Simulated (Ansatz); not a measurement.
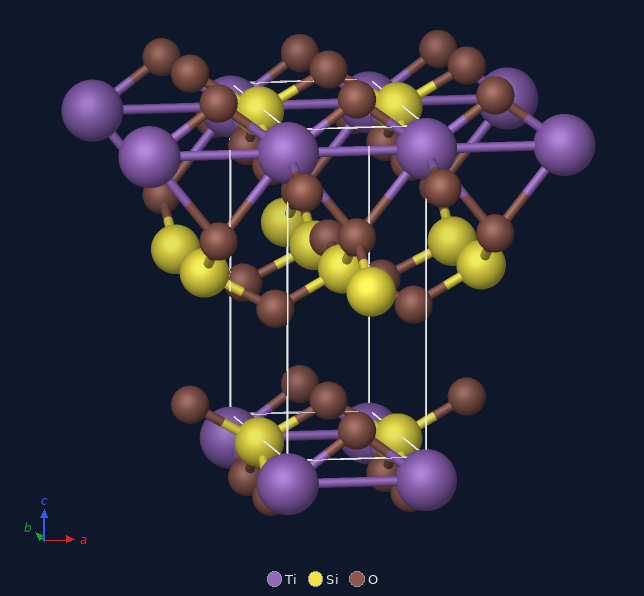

The crystal in a ball-and-stick representation, seen slightly off an axis. The lines enclose the conventional unit cell; boundary atoms appear with their images. Periodic images bonded to atoms of the box are shown as well.

TiSi₃O₈, space group Pmm2 (No. 25), a = 2.886 Å, b = 6.262 Å, c = 6.870 Å, α = 90.00°, β = 90.00°, γ = 90.00°. The initial geometry was a structure type filled with these elements by a generator (whether the compound takes this form wasn't checked). Earlier steps of the study, as a rule a relaxation of our own, may have changed the cell and positions, so they can lie some per cent off the listed ones. A calculation with Ansatz used it as input.

This one geometry was computed with Ansatz (DFT, plane waves, PAW) at four levels of theory: PBE0, HSE06, PBE and r2SCAN. It was relaxed beforehand with r2SCAN.

Which level gives the highest pressure at this volume, and what does that say about its equilibrium volume?

Answer. Highest: PBE (6.3 GPa), which points to the largest equilibrium volume. Lowest, with the smallest volume: PBE0 (-1.1 GPa) and HSE06 (-1.0 GPa). Levels within 0.5 GPa of each other can't be told apart.

How does the band gap change with the level of theory?

Answer. PBE: a gap of 3.31 eV, direct; r2SCAN: a gap of 3.74 eV, direct; HSE06: a gap of 5.10 eV, direct; PBE0: a gap of 5.87 eV, direct.

Collect the results in a table.

Answer.
| level | cutoff (eV) | k-mesh of the run's cell | gap (eV) | pressure (GPa) |
| --- | --- | --- | --- | --- |
| PBE0 | 420 | 6×2×2 | 5.87 | -1.1 |
| HSE06 | 420 | 6×2×2 | 5.10 | -1.0 |
| PBE | 420 | 8×4×4 | 3.31 | 6.3 |
| r2SCAN | 500 | 8×4×4 | 3.74 | 0.0 |

Gaps are taken on the k-mesh or band path of each run.
